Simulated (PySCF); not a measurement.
# NbNBr2: relaxation and vibrations of the singlet

Where does singlet NbNBr2 go from a T-shaped (ligand arrangement 2) start, is the end point a minimum, and what are its modes, charges and moments?

Computed with PySCF 2.14.0. Level: PBE0, basis Nb def2-TZVP with ECP28, N def2-TZVP, Br def2-TZVP, scalar-relativistic core potentials, no spin–orbit coupling, density fitting.

## Step 1: Starting geometry

4 atoms, charge 0, spin multiplicity 1.

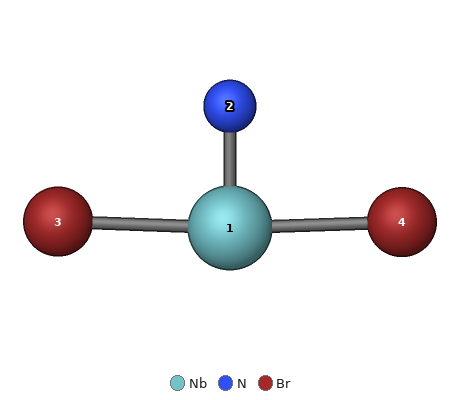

The starting geometry (niobium teal, nitrogen blue, bromine red); atoms are numbered from 1 in the order of the file.

Coordinates in bohr (charge 0 multiplicity 1):
```
Nb    0.0000    0.0000   -0.2875
N     0.0000    0.0000    3.2084
Br    4.9292    0.0000   -0.1154
Br   -4.9292    0.0000   -0.1154
```

## Step 2: Relaxation: T-shaped (ligand arrangement 2) start, singlet

One driver script runs all steps and calls PySCF; scf.py shows how it sets up the SCF of each step. The optimiser is the driver's own. Before each start the driver seeks the lowest SCF state from one or more starting densities and follows internal instabilities, so scf.py alone need not reach the same state.

The program finds C2v symmetry in the start, which this walk keeps. The walk stops when the largest gradient is under 0.0003 Eh/bohr and the energy has settled too.

The input, scf.py:

```python
from pyscf import gto, scf, dft
mol = gto.M(atom='''
Nb     0.000000     0.000000    -0.152163
N      0.000000     0.000000     1.697837
Br     2.608400    -0.000000    -0.061063
Br    -2.608400     0.000000    -0.061063''',
    basis={'Nb': 'def2-TZVP', 'N': 'def2-TZVP', 'Br': 'def2-TZVP'},
    ecp={'Nb': 'def2-TZVP'},
    charge=0, spin=0)
mf = dft.RKS(mol, xc='PBE0')
mf.grids.atom_grid = (50, 194)
aux = {'Nb': 'def2-universal-JKFIT', 'N': 'def2-universal-JKFIT', 'Br': 'def2-universal-JKFIT'}
mf = mf.density_fit(auxbasis=aux)
mf.kernel()
```

The runs that follow: Frequencies; Downhill along the imaginary mode; Vibrations and properties at this point.

Q: Predict the outcome of this session. Wanted: minimum; geometry; wavenumbers; dipole moment; highest occupied, lowest empty level; polar-tensor charge of Nb1; zero-point energy; atomisation energy.

**Answer**, as computed:

| quantity | value |
| --- | --- |
| minimum | singlet, Cs |
| geometry | Nb–Br 2.459 Å (×2), Nb–N 1.641 Å; Br–Nb–Br 118.8°, Br–Nb–N 107.8° (×2) |
| wavenumbers (cm⁻¹) | 53 (a'), 146 (a'), 214 (a''), 266 (a'), 342 (a''), 1145 (a') |
| dipole moment | 3.95 D |
| highest occupied, lowest empty level | -8.09, -3.94 eV |
| polar-tensor charge of Nb1 | +1.68 e |
| zero-point energy | 13.0 kJ/mol |
| entropy at 298.15 K | 354.9 J/(mol K) |
| atomisation energy (no zero-point energy) | 1336 kJ/mol |

The T-shaped (ligand arrangement 2) start (C2v) ends in a minimum of Cs symmetry, after a stop at a saddle point 7.9 kJ/mol higher, from which it was pushed off along an imaginary mode. The strongest infrared band lies at 1145 cm⁻¹ (a', stretch). Other starts or spin states, not run here, may lie lower. Take wavenumbers under 90 cm⁻¹ as rough. Whether spin polarisation would lower the closed shell was not checked.
